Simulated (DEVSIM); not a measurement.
Device: Si p+/n-/n+ power diode, at 300 K.

```tsv
layer (left to right)	material	thickness (μm)	Nd (cm⁻³)	Na (cm⁻³)	τn (s)	τp (s)
1	Si	2.90	-	3.2e18	3.3e-7	3.3e-7
2	Si	15.0	4.8e14	-	3.3e-7	3.3e-7
3	Si	1.40	2.8e18	-	3.3e-7	3.3e-7
```

Left contact: ohmic. Right contact: ohmic. Voltage is applied to the left contact. Recombination: SRH at mid-gap, radiative, Auger. Gap narrowing is on: ΔEg = 6.92 meV × (l + √(l² + 0.5)), l = ln(N/1.3e17 cm⁻³), shared equally by both band edges. Mobility is μmin + (μ − μmin)/(1 + (N/Nref)^α).

The device is made up for the run: typed textbook-type constants, with dimensions and the other settings drawn at random. Values at 300 K.

```tsv
parameter	Si
gap (eV)	1.124
affinity (eV)	4.05
permittivity	11.7
Nc (cm⁻³)	2.86e19
Nv (cm⁻³)	3.1e19
μn (cm²/Vs)	1417
μp (cm²/Vs)	470
μn,min	52
μp,min	45
Nref,n	9.7e16
Nref,p	2.2e17
αn	0.68
αp	0.72
B (cm³/s)	4.7e-15
Cn (cm⁶/s)	2.8e-31
Cp (cm⁶/s)	9.9e-32
```

Model (solved in DEVSIM): 1D drift-diffusion, Boltzmann statistics, complete ionisation; no tunnelling, impact ionisation, image-force lowering or self-heating.

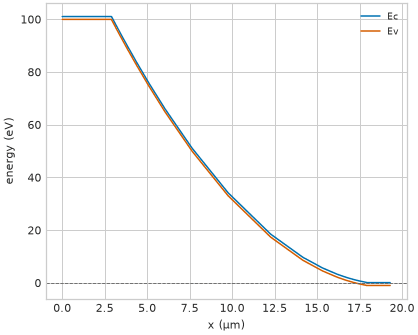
Figure. Band edges at -100.0 V on the left contact

Energies count from the Fermi level of the right contact; mesh points crowd at the junctions.

```csv
x (μm),Ec (eV),Ev (eV),n (cm⁻³),p (cm⁻³),field (V/cm)
0.000,101.020,99.941,210,3.2e18,≈ 0
0.05378,101.020,99.941,200,3.2e18,≈ 0
0.2260,101.020,99.941,190,3.2e18,≈ 0
0.7459,101.020,99.941,150,3.2e18,≈ 0
2.315,101.020,99.941,< 1e2,3.2e18,≈ 0
2.734,101.020,99.941,< 1e2,3.2e18,≈ 0
2.862,101.020,99.941,< 1e2,3.2e18,≈ 0
2.920,100.750,99.630,< 1e2,1.9e13,-120000
3.014,99.601,98.477,810,420000,-120000
3.327,95.826,94.702,4000,420000,-120000
4.343,84.042,82.918,15000,420000,-110000
9.761,34.151,33.028,120000,390000,-72000
15.31,5.639,4.516,490000,270000,-31000
17.12,1.288,0.165,980000,100000,-17000
17.75,0.342,-0.782,5.1e13,< 1e2,-13000
17.87,0.186,-0.937,2.1e16,< 1e2,-17000
17.91,0.060,-1.021,2.8e18,< 1e2,-1200
17.99,0.060,-1.021,2.8e18,< 1e2,≈ 0
18.37,0.060,-1.021,2.8e18,< 1e2,≈ 0
18.98,0.060,-1.021,2.8e18,170,≈ 0
19.21,0.060,-1.021,2.8e18,210,≈ 0
19.30,0.060,-1.021,2.8e18,220,≈ 0
```
